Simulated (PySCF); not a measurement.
**r2SCAN/cc-pVTZ run of GaGeH5 (SMILES [GaH2][GeH3])**

What is the vertical ionisation energy of GaGeH5 at r2SCAN/cc-pVTZ? 

Program for the calculation: PySCF 2.14.0.

**1. The structure to begin with**

GaGeH5: 7 atoms, total charge 0, spin state singlet. SMILES: `[GaH2][GeH3]`. The shape is that of a PBE0-D4/def2-TZVP optimisation.

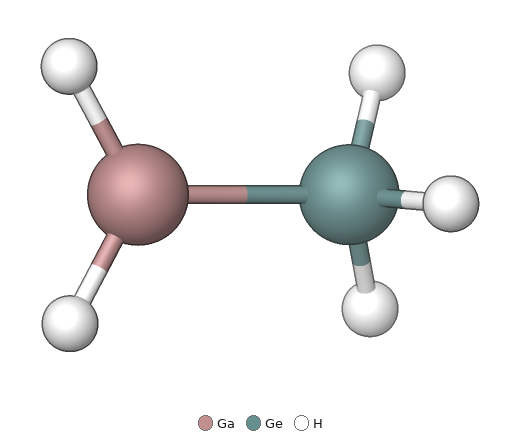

Viewed from a chosen angle; gallium pink, germanium teal, hydrogen white.

**2. A single-point energy at r2SCAN/cc-pVTZ**

input.xyz reads:

```xyz
7

Ga    -0.366500    -1.359600     0.111400
Ge     0.277800     0.987900    -0.107400
H      0.529900    -2.354300     0.935000
H     -1.693000    -1.891700    -0.542800
H     -0.307500     1.657300    -1.364600
H     -0.246100     1.779800     1.109100
H      1.805500     1.180600    -0.140600
```

job.py reads:

```python
from pyscf import gto, dft

mol = gto.Mole()
mol.atom = 'input.xyz'
mol.max_memory = 1860
mol.charge = 0
mol.basis = 'cc-pvtz'
mol.verbose = 3
mol.build()

calc0 = dft.RKS(mol, xc='r2scan')
calc0.conv_tol = 1e-10
calc0.grids.level = 4
calc0.kernel()
if not calc0.converged:
    calc0 = calc0.newton().run(calc0.mo_coeff, calc0.mo_occ)

e_final = calc0.e_tot
print(f'total energy: {e_final:.8f} hartree')
```

The run is started by

```console
$ OMP_NUM_THREADS=1 python job.py
```

Standard output:

```text
converged SCF energy = -4004.88915937024
total energy: -4004.88915937 hartree
```

Wall time 59 s (1 thread of Arm Neoverse V1, shared host); peak memory 1.2 GiB.

**3. The doublet cation, same level**

input.py reads:

```python
from pyscf import gto, dft

mol = gto.M(
    atom='''
Ga  -0.366500  -1.359600   0.111400
Ge   0.277800   0.987900  -0.107400
H    0.529900  -2.354300   0.935000
H   -1.693000  -1.891700  -0.542800
H   -0.307500   1.657300  -1.364600
H   -0.246100   1.779800   1.109100
H    1.805500   1.180600  -0.140600
''',
    basis='cc-pvtz',
    max_memory=1860,
    verbose=3,
    spin=1,
    charge=1,
)

mf = dft.UKS(mol)
mf.xc = 'r2scan'
mf.grids.level = 4
mf.conv_tol = 1e-10
mf.kernel()
if not mf.converged:
    mf = mf.newton().run(mf.mo_coeff, mf.mo_occ)

etot = mf.e_tot
print('E(%s) = %.9f' % ('R2SCAN', etot))
```

The run is started by

```console
$ OMP_NUM_THREADS=1 python input.py
```

Standard output:

```text
WARN: HOMO -0.274588674362093 >= LUMO -0.274588674362095

converged SCF energy = -4004.53634369864  <S^2> = 0.75503217  2S+1 = 2.0050259
E(R2SCAN) = -4004.536343699
```

Run time: 2.3 min. Hardware: 1 thread of Arm Neoverse V1, shared host; peak memory 1.2 GiB.

**4. Summary of results**

Level: r2SCAN/cc-pVTZ.

| quantity | value |
| --- | --- |
| singlet GaGeH5: total energy | -4004.88916 Eh |
| singlet GaGeH5: dipole moment | 0.28 D |
| singlet GaGeH5: HOMO energy | -6.81 eV |
| singlet GaGeH5: LUMO energy | -2.66 eV |
| singlet GaGeH5: HOMO–LUMO gap | 4.15 eV |
| doublet cation: total energy | -4004.53634 Eh |
| doublet cation: HOMO energy (highest over α and β) | -13.33 eV |
| doublet cation: LUMO energy (lowest over α and β) | -12.33 eV |
| doublet cation: ⟨S²⟩ | 0.755 |
| vertical ionisation energy (to the doublet cation) | 9.601 eV |

In words: The vertical ionisation energy comes to 9.60 eV (221 kcal/mol). −ε(HOMO) before ionisation, 6.81 eV, is 2.79 eV below this ionisation energy. Mulliken charges (doublet cation) run from +0.05 on H5 to +0.37 on Ge2; they depend strongly on the basis.
